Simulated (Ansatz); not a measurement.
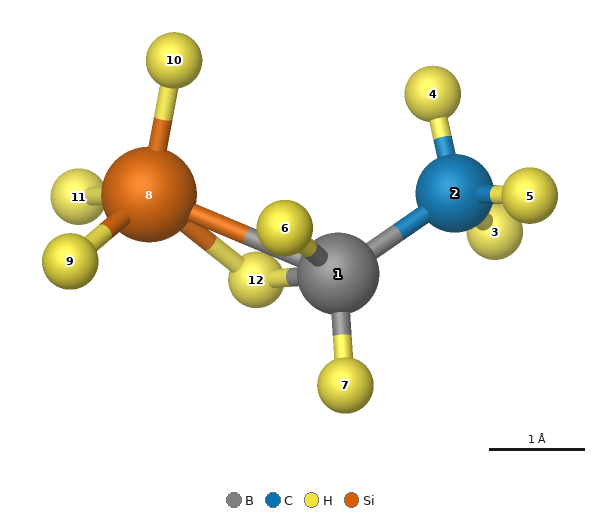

**Figure 1.** The structure as given in the input (ball-and-stick view, seen at a tilt; atoms are numbered from 1 in the order of the input). Bond lengths as drawn: B–C 1.60 Å, B–H 1.20 to 1.32 Å, B–Si 2.20 Å, C–H 1.10 Å and H–Si 1.48 to 1.62 Å.

# Nudged elastic band of CH₉BSi

System: CH₉BSi.
Method: RKS PBE0-D4/6-31G* (Ansatz 0.2.0).

It belongs to a series of runs on one base structure; here: band between the two ends. Figures and captions count atoms from 1; the log counts them from 0 in places.

### The input
```yaml
crystal:
  periodic: [false, false, false]
  atoms:
    - { symbol: B, position_ang: [-0.405007, -0.303665, 0.665868] }
    - { symbol: C, position_ang: [0.215619, 0.494693, 1.902407] }
    - { symbol: H, position_ang: [-0.5533, 0.851016, 2.597045] }
    - { symbol: H, position_ang: [0.944616, -0.084338, 2.483418] }
    - { symbol: H, position_ang: [0.740707, 1.381879, 1.52754] }
    - { symbol: H, position_ang: [0.435534, -0.80785, -0.081281] }
    - { symbol: H, position_ang: [-1.263042, 0.17036, -0.033204] }
    - { symbol: Si, position_ang: [-0.20353, -2.493972, 0.666338] }
    - { symbol: H, position_ang: [-0.384008, -2.87696, -0.753976] }
    - { symbol: H, position_ang: [1.175909, -2.632856, 1.188713] }
    - { symbol: H, position_ang: [-1.056351, -3.419234, 1.478966] }
    - { symbol: H, position_ang: [-1.144648, -1.273872, 1.169666] }
basis:
  gaussian: { orbitals: "6-31G*" }
hamiltonian:
  xc: pbe0
  dispersion: d4
neb:
  order_check: false
  images: 5
  f_tol: 0.03
  max_iterations: 60
  final_atoms:
    - { symbol: B, position_ang: [-0.29977433, -0.78856124, -0.07882438] }
    - { symbol: C, position_ang: [0.14501854, 0.58081814, 2.32355391] }
    - { symbol: H, position_ang: [-0.69134717, 0.73844715, 3.00860429] }
    - { symbol: H, position_ang: [1.09168401, 0.54961867, 2.86783263] }
    - { symbol: H, position_ang: [0.1697619, 1.37212484, 1.57240127] }
    - { symbol: H, position_ang: [0.69964476, -0.26572077, -0.48250589] }
    - { symbol: H, position_ang: [-1.32219608, -0.16827078, -0.15232117] }
    - { symbol: Si, position_ang: [-0.3141761, -2.7463229, 0.41500268] }
    - { symbol: H, position_ang: [-0.5619089, -3.49908798, -0.85708279] }
    - { symbol: H, position_ang: [0.97923761, -3.23875048, 0.97633911] }
    - { symbol: H, position_ang: [-1.39975453, -3.12127384, 1.36950503] }
    - { symbol: H, position_ang: [0.0063093, -0.4078198, 1.84899533] }
  initial_path:
    images:
      - { positions_ang: [[-0.405007, -0.303665, 0.665868], [0.215619, 0.494693, 1.902407], [-0.5533, 0.851016, 2.597045], [0.944616, -0.084338, 2.483418], [0.740707, 1.381879, 1.52754], [0.435534, -0.80785, -0.081281], [-1.263042, 0.17036, -0.033204], [-0.20353, -2.493972, 0.666338], [-0.384008, -2.87696, -0.753976], [1.175909, -2.632856, 1.188713], [-1.056351, -3.419234, 1.478966], [-1.144648, -1.273872, 1.169666]] }
      - { positions_ang: [[-0.31722569, -0.22130182, 0.42627759], [0.1530279, 0.34749341, 1.89714372], [-0.67490134, 0.47326423, 2.51828128], [0.91677616, -0.25572884, 2.39665868], [0.57285955, 1.28876741, 1.74552142], [0.56761639, -0.55214868, -0.29988385], [-1.24821172, 0.06712949, -0.20624321], [-0.22081028, -2.37610931, 0.70695751], [-0.55159263, -2.92647074, -0.56474263], [1.14776263, -2.6291943, 1.15276568], [-1.05241806, -2.98874435, 1.65810699], [-0.79038391, -1.22175549, 1.38065681]] }
      - { positions_ang: [[-0.22944439, -0.13893865, 0.18668719], [0.0904368, 0.20029382, 1.89188045], [-0.79650269, 0.09551246, 2.43951755], [0.88893631, -0.42711967, 2.30989936], [0.40501211, 1.19565582, 1.96350284], [0.69969878, -0.29644736, -0.51848671], [-1.23338144, -0.03610102, -0.37928241], [-0.23809055, -2.25824663, 0.74757702], [-0.71917726, -2.97598148, -0.37550925], [1.11961626, -2.62553261, 1.11681837], [-1.04848512, -2.5582547, 1.83724798], [-0.43611981, -1.16963897, 1.59164762]] }
      - { positions_ang: [[-0.14166308, -0.05657547, -0.05290322], [0.0278457, 0.05309423, 1.88661717], [-0.91810403, -0.28223932, 2.36075383], [0.86109647, -0.59851051, 2.22314004], [0.23716466, 1.10254423, 2.18148426], [0.83178118, -0.04074605, -0.73708956], [-1.21855117, -0.13933153, -0.55232162], [-0.25537083, -2.14038394, 0.78819653], [-0.8867619, -3.02549222, -0.18627588], [1.0914699, -2.62187091, 1.08087105], [-1.04455218, -2.12776505, 2.01638896], [-0.08185572, -1.11752246, 1.80263844]] }
      - { positions_ang: [[-0.19436683, -0.30057073, -0.06154361], [0.06690331, 0.2290022, 2.03226275], [-0.84251841, 0.05798951, 2.57670398], [0.93795898, -0.21580078, 2.43803757], [0.21469708, 1.19240443, 1.9784566], [0.7877357, -0.11573762, -0.65222834], [-1.25309947, -0.14897795, -0.41898814], [-0.27497259, -2.34236359, 0.66379858], [-0.77847756, -3.18335747, -0.40987819], [1.05405913, -2.82749744, 1.04602707], [-1.16295297, -2.45893465, 1.80076098], [-0.05246738, -0.88095491, 1.81809073]] }
      - { positions_ang: [[-0.24707058, -0.54456598, -0.070184], [0.10596093, 0.40491017, 2.17790833], [-0.76693279, 0.39821833, 2.79265414], [1.0148215, 0.16690894, 2.6529351], [0.19222949, 1.28226464, 1.77542893], [0.74369023, -0.1907292, -0.56736711], [-1.28764778, -0.15862437, -0.28565466], [-0.29457435, -2.54434325, 0.53940063], [-0.67019323, -3.34122272, -0.63348049], [1.01664837, -3.03312396, 1.01118309], [-1.28135375, -2.79010424, 1.585133], [-0.02307904, -0.64438735, 1.83354303]] }
      - { positions_ang: [[-0.29977433, -0.78856124, -0.07882438], [0.14501854, 0.58081814, 2.32355391], [-0.69134717, 0.73844715, 3.00860429], [1.09168401, 0.54961867, 2.86783263], [0.1697619, 1.37212484, 1.57240127], [0.69964476, -0.26572077, -0.48250589], [-1.32219608, -0.16827078, -0.15232117], [-0.3141761, -2.7463229, 0.41500268], [-0.5619089, -3.49908798, -0.85708279], [0.97923761, -3.23875048, 0.97633911], [-1.39975453, -3.12127384, 1.36950503], [0.0063093, -0.4078198, 1.84899533]] }
```

Command:
```bash
ansatz run input.yaml --threads 1 --pin off --max-ram 2048MiB --backend cpu --events-out ev --progress --plain --runs-dir out
```

### What the program printed
```
Engine: ansatz 0.2.0, x86_64-unknown-linux-gnu
Functional definition: PBE0
  parameter a = 0.25
  parameter kappa = 0.804
  parameter beta = 0.06672455060314922
  exchange = (1 - a)*pbe_x(kappa = kappa, mu = beta*pi^2/3) + a*exact_x
  correlation = pbe_c(beta = beta)
808 factors; integrals over basis functions are off by at most 7.2e-4 eV
mean field evaluation 1: about -9726.4927 eV, gradient 3.8e1 eV
mean field evaluation 2: about -9725.4916 eV, gradient 4.2e1 eV
mean field evaluation 4: about -9730.1468 eV, gradient 5.2e-1 eV
mean field evaluation 8: about -9730.1608 eV, gradient 2.3e-2 eV
mean field -9730.16078680 eV, -357.5768135750 hartree, gradient 2.6e-5 eV, S^2 0.000000; 0 other end points of the search recorded, 0 dependent functions left out
the calculation of the forces begins
reference -9730.16081021 eV, -357.5768144355 hartree; 17, 17 occupied and 50, 50 virtual orbitals, 808 factors
808 factors; integrals over basis functions are off by at most 6.5e-4 eV
mean field evaluation 16: about -9727.0784 eV, gradient 3.4e1 eV
mean field -9729.80651745 eV, -357.5637944166 hartree, gradient 5.8e-5 eV, S^2 0.000000; 0 other end points of the search recorded, 0 dependent functions left out
[... from here on the field's lines of each further geometry are left out, up to the last ...]
NEB iter   1: max|band force component| = 6.136e0 eV/Å  barrier→ = 6.6600 eV  barrier← = 6.2909 eV  Δτ_max = 0.2000 Å  (159 SCF iters)
NEB iter   2: max|band force component| = 2.527e0 eV/Å  barrier→ = 3.9092 eV  barrier← = 3.5401 eV  Δτ_max = 0.2000 Å  (127 SCF iters)
NEB iter   3: max|band force component| = 2.459e0 eV/Å  barrier→ = 2.5778 eV  barrier← = 2.2087 eV  Δτ_max = 0.1949 Å  (127 SCF iters)
NEB iter   4: max|band force component| = 3.238e0 eV/Å  barrier→ = 1.7988 eV  barrier← = 1.4297 eV  Δτ_max = 0.0995 Å  (121 SCF iters)
NEB iter   5: max|band force component| = 1.746e0 eV/Å  barrier→ = 1.3921 eV  barrier← = 1.0230 eV  Δτ_max = 0.1052 Å  (114 SCF iters)
NEB iter   6: max|band force component| = 1.391e0 eV/Å  barrier→ = 1.1443 eV  barrier← = 0.7752 eV  Δτ_max = 0.1000 Å  (118 SCF iters)
NEB iter   7: max|band force component| = 1.437e0 eV/Å  barrier→ = 0.9505 eV  barrier← = 0.5814 eV  Δτ_max = 0.0500 Å  (117 SCF iters)
NEB iter   8: max|band force component| = 6.816e-1 eV/Å  barrier→ = 0.8220 eV  barrier← = 0.4529 eV  Δτ_max = 0.0999 Å  (115 SCF iters)
NEB iter   9: max|band force component| = 6.719e-1 eV/Å  barrier→ = 0.7969 eV  barrier← = 0.4278 eV  Δτ_max = 0.1001 Å  (119 SCF iters)
NEB iter  10: max|band force component| = 5.363e-1 eV/Å  barrier→ = 0.7922 eV  barrier← = 0.4231 eV  CI = image 4  Δτ_max = 0.1011 Å  (114 SCF iters)
NEB iter  11: max|band force component| = 6.652e-1 eV/Å  barrier→ = 0.8534 eV  barrier← = 0.4842 eV  CI = image 4  Δτ_max = 0.0992 Å  (117 SCF iters)
NEB iter  12: max|band force component| = 3.049e-1 eV/Å  barrier→ = 0.8663 eV  barrier← = 0.4972 eV  CI = image 4  Δτ_max = 0.1667 Å  (115 SCF iters)
NEB iter  13: max|band force component| = 3.213e-1 eV/Å  barrier→ = 0.8457 eV  barrier← = 0.4766 eV  CI = image 4  Δτ_max = 0.0854 Å  (116 SCF iters)
NEB iter  14: max|band force component| = 1.410e-1 eV/Å  barrier→ = 0.8357 eV  barrier← = 0.4666 eV  CI = image 4  Δτ_max = 0.1608 Å  (113 SCF iters)
NEB iter  15: max|band force component| = 4.943e-1 eV/Å  barrier→ = 0.8264 eV  barrier← = 0.4573 eV  CI = image 4  Δτ_max = 0.0811 Å  (117 SCF iters)
NEB iter  16: max|band force component| = 1.804e-1 eV/Å  barrier→ = 0.8164 eV  barrier← = 0.4473 eV  CI = image 4  Δτ_max = 0.0810 Å  (115 SCF iters)
NEB iter  17: max|band force component| = 1.500e-1 eV/Å  barrier→ = 0.8096 eV  barrier← = 0.4405 eV  CI = image 4  Δτ_max = 0.0811 Å  (114 SCF iters)
NEB iter  18: max|band force component| = 1.312e-1 eV/Å  barrier→ = 0.8062 eV  barrier← = 0.4371 eV  CI = image 4  Δτ_max = 0.0462 Å  (112 SCF iters)
NEB iter  19: max|band force component| = 6.806e-2 eV/Å  barrier→ = 0.8056 eV  barrier← = 0.4365 eV  CI = image 4  Δτ_max = 0.0308 Å  (116 SCF iters)
NEB iter  20: max|band force component| = 6.795e-2 eV/Å  barrier→ = 0.8055 eV  barrier← = 0.4364 eV  CI = image 4  Δτ_max = 0.0352 Å  (109 SCF iters)
the calculation of the forces begins
reference -9729.73405103 eV, -357.5611313247 hartree; 17, 17 occupied and 50, 50 virtual orbitals, 808 factors
808 factors; integrals over basis functions are off by at most 7.2e-4 eV
mean field -9729.35700523 eV, -357.5472751472 hartree, gradient 1.8e-5 eV, S^2 0.000000; 1 other end points of the search recorded, 0 dependent functions left out
the calculation of the forces begins
reference -9729.35702894 eV, -357.5472760185 hartree; 17, 17 occupied and 50, 50 virtual orbitals, 808 factors
NEB iter  21: max|band force component| = 2.063e-2 eV/Å  barrier→ = 0.8054 eV  barrier← = 0.4363 eV  CI = image 4  Δτ_max = 0.0000 Å  (220 SCF iters)
```

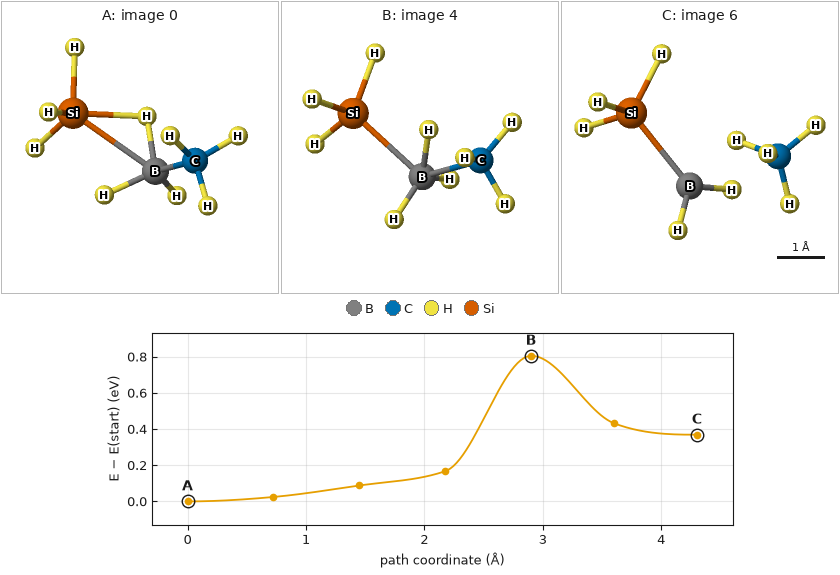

**Figure 2.** Images of the last band (counted from 0; ball-and-stick, seen at a tilt) above the energy along the path; the line is a cubic interpolation that uses the forces. The highest image is number 4, 0.805 eV above the start and 0.436 eV above the end (the climbing image); the end lies 0.369 eV above the start. The path is 4.30 Å long. The band converged in 21 iterations.

```
Total energy: -9729.51687343 eV, -357.5531501951 hartree
Atom 0 at    -0.225234    -0.499030     0.481119 Å, force     0.002583     0.001002     0.000670 eV/Å
Atom 1 at     0.098347     0.479796     1.954016 Å, force    -0.004313     0.002607    -0.000598 eV/Å
Atom 2 at    -0.655401     0.443663     2.744963 Å, force    -0.000164    -0.000084    -0.001135 eV/Å
Atom 3 at     1.098272     0.387179     2.385227 Å, force     0.000200     0.000529     0.001121 eV/Å
Atom 4 at     0.024781     1.444378     1.452370 Å, force     0.002137     0.001516     0.000482 eV/Å
Atom 5 at     0.721120    -0.291249    -0.224458 Å, force    -0.002534    -0.001138     0.002598 eV/Å
Atom 6 at    -1.346919    -0.212709     0.170937 Å, force     0.001147    -0.002617     0.001718 eV/Å
Atom 7 at    -0.279857    -2.561340     0.575073 Å, force    -0.001608     0.001933    -0.000902 eV/Å
Atom 8 at    -0.560416    -2.979657    -0.826690 Å, force    -0.000238    -0.000359    -0.000010 eV/Å
Atom 9 at     1.001932    -3.199831     1.000620 Å, force    -0.000544     0.000596    -0.000138 eV/Å
Atom 10 at    -1.356119    -3.119035     1.448146 Å, force     0.000132     0.000146     0.000460 eV/Å
Atom 11 at    -0.018006    -0.886965     1.650179 Å, force     0.003201    -0.004131    -0.004266 eV/Å
Dipole moment:     0.076178     0.236050     0.350223 e Å
this run last wrote the band of iteration 21 to [file]
```

### The last band as extended XYZ (Å, eV, eV/Å)
```
12
Properties=species:S:1:pos:R:3:forces:R:3 image=0 energy=-9730.32230
B    -0.4050   -0.3037    0.6659   -0.0109  -0.0118   0.0082
C     0.2156    0.4947    1.9024    0.0102   0.0009   0.0062
H    -0.5533    0.8510    2.5970    0.0019  -0.0022  -0.0019
H     0.9446   -0.0843    2.4834   -0.0062   0.0094  -0.0083
H     0.7407    1.3819    1.5275   -0.0083  -0.0103   0.0019
H     0.4355   -0.8078   -0.0813    0.0030  -0.0013  -0.0059
H    -1.2630    0.1704   -0.0332    0.0089   0.0026   0.0001
Si   -0.2035   -2.4940    0.6663   -0.0098   0.0035  -0.0041
H    -0.3840   -2.8770   -0.7540    0.0029   0.0037   0.0177
H     1.1759   -2.6329    1.1887    0.0054  -0.0045  -0.0034
H    -1.0564   -3.4192    1.4790    0.0056  -0.0002  -0.0060
H    -1.1446   -1.2739    1.1697   -0.0027   0.0102  -0.0045
12
Properties=species:S:1:pos:R:3:forces:R:3 image=1 energy=-9730.29768
B    -0.3449   -0.3504    0.7288   -0.0041   0.0142   0.0227
C     0.1943    0.6065    1.8911    0.0094   0.0054   0.0008
H    -0.5887    0.8788    2.6073    0.0013   0.0036  -0.0003
H     1.0373    0.1918    2.4555   -0.0042  -0.0238  -0.0025
H     0.5419    1.5405    1.4331    0.0148  -0.0086   0.0013
H     0.5514   -0.8238    0.0317   -0.0019  -0.0111  -0.0033
H    -1.2708   -0.0187    0.0344   -0.0046   0.0088  -0.0026
Si   -0.2293   -2.5597    0.6263    0.0016  -0.0091  -0.0199
H    -0.5026   -2.7252   -0.8181    0.0012  -0.0172  -0.0005
H     1.1512   -2.8944    1.0472    0.0141   0.0337   0.0065
H    -1.1432   -3.5018    1.3474    0.0133   0.0057   0.0115
H    -0.8943   -1.3383    1.4268   -0.0409  -0.0017  -0.0135
12
Properties=species:S:1:pos:R:3:forces:R:3 image=2 energy=-9730.23419
B    -0.2493   -0.3545    0.7126   -0.0128  -0.0195   0.0184
C     0.1502    0.6713    1.8779    0.0051   0.0057   0.0067
H    -0.6141    0.7482    2.6591    0.0047   0.0272  -0.0046
H     1.1067    0.4400    2.3587    0.0033  -0.0062   0.0022
H     0.2436    1.6677    1.4289    0.0264  -0.0005  -0.0144
H     0.6600   -0.6861   -0.0326   -0.0022  -0.0319   0.0207
H    -1.3028   -0.2062    0.1426    0.0010   0.0155  -0.0047
Si   -0.2586   -2.6311    0.6279   -0.0091   0.0096  -0.0069
H    -0.6012   -2.6612   -0.8080   -0.0048   0.0086   0.0024
H     1.1061   -3.1276    0.9220    0.0202   0.0331  -0.0086
H    -1.2505   -3.4681    1.3648    0.0254  -0.0433  -0.0086
H    -0.4877   -1.3871    1.5576   -0.0574   0.0017  -0.0026
12
Properties=species:S:1:pos:R:3:forces:R:3 image=3 energy=-9730.15499
B    -0.2005   -0.3432    0.6483    0.0237   0.0712   0.0961
C     0.1043    0.6395    1.8907   -0.0081   0.0776  -0.0398
H    -0.6243    0.5449    2.7041   -0.0009   0.0547  -0.0307
H     1.1049    0.4960    2.3142   -0.0078   0.0580  -0.0222
H     0.0477    1.6654    1.5147    0.0137   0.1144   0.0292
H     0.6643   -0.4241   -0.1976   -0.0130  -0.0711   0.0203
H    -1.3407   -0.3566    0.2366    0.0142  -0.0700   0.0158
Si   -0.2734   -2.6252    0.6299    0.0075  -0.0239   0.0277
H    -0.5859   -2.7298   -0.8105    0.0038   0.1225   0.0070
H     1.0184   -3.2941    0.9304    0.0028  -0.0537  -0.0199
H    -1.3634   -3.2256    1.4412   -0.0133  -0.0533  -0.0153
H    -0.0490   -1.3419    1.5095   -0.0227  -0.2263  -0.0682
12
Properties=species:S:1:pos:R:3:forces:R:3 image=4 energy=-9729.51685
B    -0.2252   -0.4990    0.4811    0.0026   0.0010   0.0007
C     0.0983    0.4798    1.9540   -0.0043   0.0026  -0.0006
H    -0.6554    0.4437    2.7450   -0.0002  -0.0001  -0.0011
H     1.0983    0.3872    2.3852    0.0002   0.0005   0.0011
H     0.0248    1.4444    1.4524    0.0021   0.0015   0.0005
H     0.7211   -0.2912   -0.2245   -0.0025  -0.0011   0.0026
H    -1.3469   -0.2127    0.1709    0.0011  -0.0026   0.0017
Si   -0.2799   -2.5613    0.5751   -0.0016   0.0019  -0.0009
H    -0.5604   -2.9797   -0.8267   -0.0002  -0.0004   0.0000
H     1.0019   -3.1998    1.0006   -0.0005   0.0006  -0.0001
H    -1.3561   -3.1190    1.4481    0.0001   0.0001   0.0005
H    -0.0180   -0.8870    1.6502    0.0032  -0.0041  -0.0043
12
Properties=species:S:1:pos:R:3:forces:R:3 image=5 energy=-9729.89000
B    -0.2581   -0.6627    0.1993   -0.0209  -0.0634  -0.1111
C     0.1256    0.4828    2.1551    0.0130  -0.0170   0.0838
H    -0.6588    0.5428    2.9101    0.0094   0.0361   0.0691
H     1.1236    0.4599    2.5934    0.0177   0.0383   0.0677
H     0.0380    1.3060    1.4507   -0.0011  -0.0512  -0.0014
H     0.7296   -0.2045   -0.2987   -0.0129   0.0389  -0.0371
H    -1.3048   -0.1046    0.0365    0.0030   0.0377  -0.0391
Si   -0.3066   -2.6573    0.4917   -0.0063  -0.0404  -0.0334
H    -0.5542   -3.2358   -0.8630   -0.0072  -0.1024  -0.0116
H     0.9688   -3.2375    1.0120   -0.0016  -0.0088  -0.0097
H    -1.3999   -3.1248    1.3972   -0.0028  -0.0085  -0.0093
H    -0.0005   -0.5591    1.7271    0.0098   0.1407   0.0320
12
Properties=species:S:1:pos:R:3:forces:R:3 image=6 energy=-9729.95319
B    -0.2998   -0.7886   -0.0788    0.0006   0.0114   0.0192
C     0.1450    0.5808    2.3236   -0.0064   0.0146   0.0005
H    -0.6913    0.7384    3.0086    0.0266  -0.0051  -0.0171
H     1.0917    0.5496    2.8678   -0.0177   0.0072  -0.0065
H     0.1698    1.3721    1.5724   -0.0005  -0.0257   0.0237
H     0.6996   -0.2657   -0.4825   -0.0034  -0.0054  -0.0064
H    -1.3222   -0.1683   -0.1523    0.0033  -0.0026  -0.0078
Si   -0.3142   -2.7463    0.4150   -0.0001  -0.0210  -0.0107
H    -0.5619   -3.4991   -0.8571    0.0037   0.0066   0.0171
H     0.9792   -3.2388    0.9763   -0.0149   0.0056  -0.0058
H    -1.3998   -3.1213    1.3695    0.0108   0.0040  -0.0080
H     0.0063   -0.4078    1.8490   -0.0018   0.0103   0.0018
```

### Summary

| quantity | value |
| --- | --- |
| outcome | converged |
| barrier, forward | 0.805 eV |
| barrier, backward | 0.436 eV |
| hardware | 1 thread of AMD EPYC (Zen 3), 24 GiB of memory available, shared host |
| wall time | 3.7 min |
| peak memory | 0.15 GiB |

The order of the saddle point was not checked.
